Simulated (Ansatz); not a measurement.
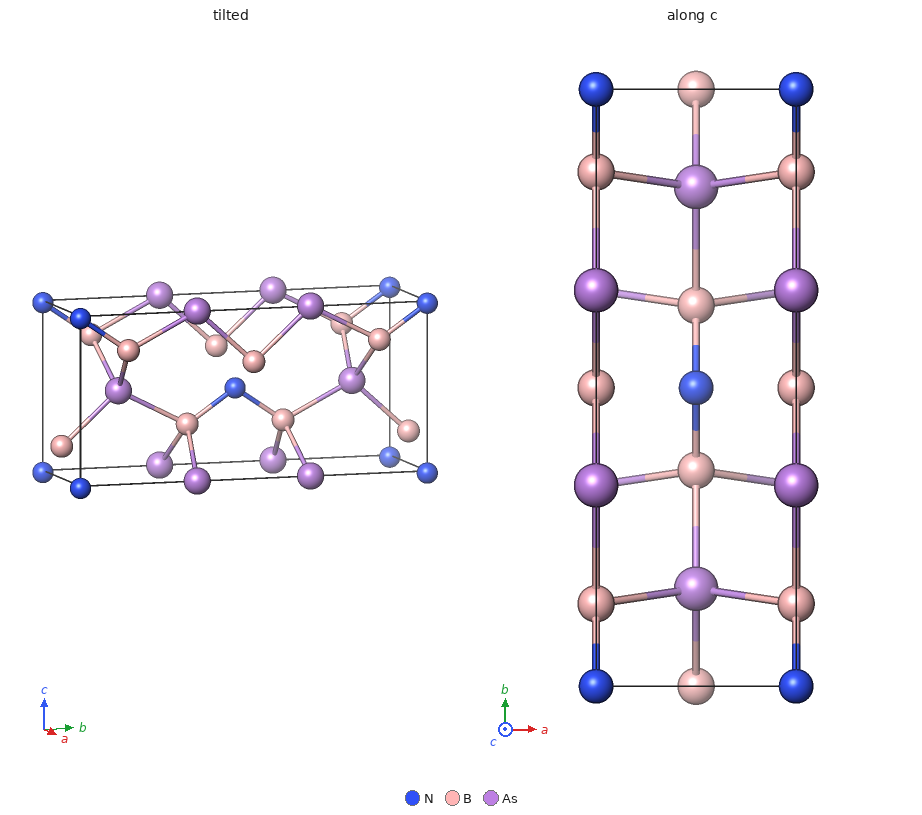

An orthographic ball-and-stick view of the structure, slightly off an axis and along the c axis. The parallelepiped is the conventional unit cell.

B₃As₂N, space group Imm2 (No. 44), a = 3.141 Å, b = 9.373 Å, c = 4.409 Å, α = 90.00°, β = 90.00°, γ = 90.00°. Source of the structure: a structure type filled with these elements by a generator (whether the compound takes this form wasn't checked). Earlier steps of the study, as a rule a relaxation of our own, may have changed the cell and positions, so they can lie some per cent off the listed ones. It went into a calculation with Ansatz.

This one geometry was computed with Ansatz (DFT, plane waves, PAW) at five levels of theory: PBE0, PBE with spin-orbit coupling, HSE06, r2SCAN and PBE. It was relaxed beforehand with r2SCAN.

Which level gives the highest pressure at this volume, and what does that say about its equilibrium volume?

Answer. Highest: PBE with spin-orbit coupling (2.2 GPa) and PBE (2.2 GPa), which points to the largest equilibrium volume. Lowest, with the smallest volume: PBE0 (-2.1 GPa) and HSE06 (-2.1 GPa). Levels within 0.5 GPa of each other can't be told apart.

How does the band gap change with the level of theory?

Answer. PBE with spin-orbit coupling: a gap of 0.19 eV, indirect; PBE: a gap of 0.19 eV, indirect; r2SCAN: a gap of 0.35 eV, indirect; HSE06: a gap of 0.90 eV, indirect; PBE0: a gap of 1.59 eV, indirect.

Collect the results in a table.

Answer.
| level | cutoff (eV) | k-mesh of the run's cell | gap (eV) | pressure (GPa) |
| --- | --- | --- | --- | --- |
| PBE0 | 420 | 6×6×6 | 1.59 | -2.1 |
| PBE with spin-orbit coupling | 420 | 10×10×10 | 0.19 | 2.2 |
| HSE06 | 420 | 6×6×6 | 0.90 | -2.1 |
| r2SCAN | 500 | 10×10×10 | 0.35 | 0.0 |
| PBE | 420 | 10×10×10 | 0.19 | 2.2 |

Gaps are taken on the k-mesh or band path of each run.
